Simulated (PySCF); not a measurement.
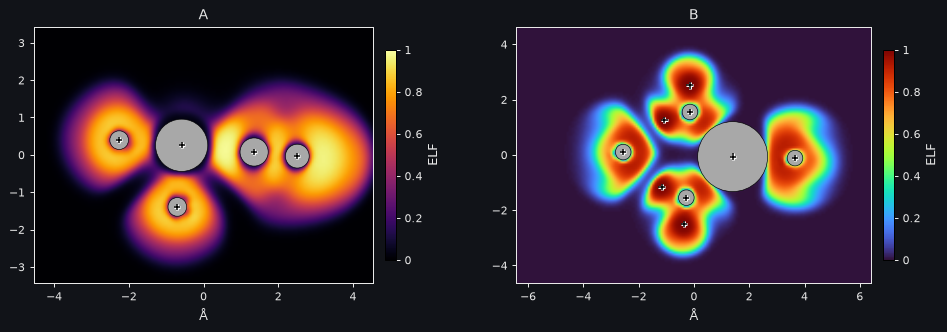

The electron localisation function of 2 systems, each on a plane through atoms (crosses mark nuclei in the plane; grey discs cover the cores).

Theory: wB97M-D3(BJ)/def2-SVPD, SCF density, gas phase (PySCF 2.14.0).

System 1: CF4NSi (charge −1), the plane of atoms F1, Si2 and C6. Geometry: PBE0-D3(BJ)/def2-SVPD.

| atom | x (Å) | y (Å) | z (Å) |
| --- | --- | --- | --- |
| F | 1.0170 | -0.7543 | -1.1722 |
| Si | -0.2071 | 0.0184 | -0.3730 |
| F | -1.4198 | -0.8528 | 0.3347 |
| F | -0.2785 | 1.6690 | -0.3421 |
| F | 0.6813 | -0.0005 | 1.0501 |
| C | -1.2231 | 0.0329 | -2.0360 |
| N | -1.8246 | 0.0424 | -3.0288 |

System 2: H6NaO3···H2O (charge +1), the plane of atoms Na1, O11 and H12. Geometry: PBE0-D3(BJ)/def2-SVPD.

```yaml
atoms:
  - { symbol: Na, position_ang: [-2.0057, 3.0577, -1.4195] }
  - { symbol: O, position_ang: [-0.0991, 2.8449, -2.5743] }
  - { symbol: H, position_ang: [0.6082, 2.3434, -2.1343] }
  - { symbol: H, position_ang: [0.2452, 3.1243, -3.4256] }
  - { symbol: O, position_ang: [-4.0780, 3.8873, -1.7876] }
  - { symbol: H, position_ang: [-4.3864, 4.7884, -1.6475] }
  - { symbol: H, position_ang: [-4.8436, 3.4064, -2.1185] }
  - { symbol: O, position_ang: [1.5143, 1.3359, -0.8248] }
  - { symbol: H, position_ang: [1.7610, 0.4328, -1.0552] }
  - { symbol: H, position_ang: [2.3009, 1.7292, -0.4294] }
  - { symbol: O, position_ang: [-1.0422, 1.8899, 0.2228] }
  - { symbol: H, position_ang: [-1.2832, 1.5752, 1.0970] }
  - { symbol: H, position_ang: [-0.1310, 1.5939, 0.0577] }
```

### Match each panel to its system.

Panel A is system 1, CF4NSi: the plane holds F, Si, C and N. C–N (1.16 Å): the ELF peaks at about 0.90 between the atoms (a short, multiple covalent bond). Panel B is system 2, H6NaO3···H2O: the plane holds Na, O and H. O8···H3 (1.88 Å): the ELF dips to about 0.10 between them; a closed-shell contact with the geometry of a hydrogen bond.
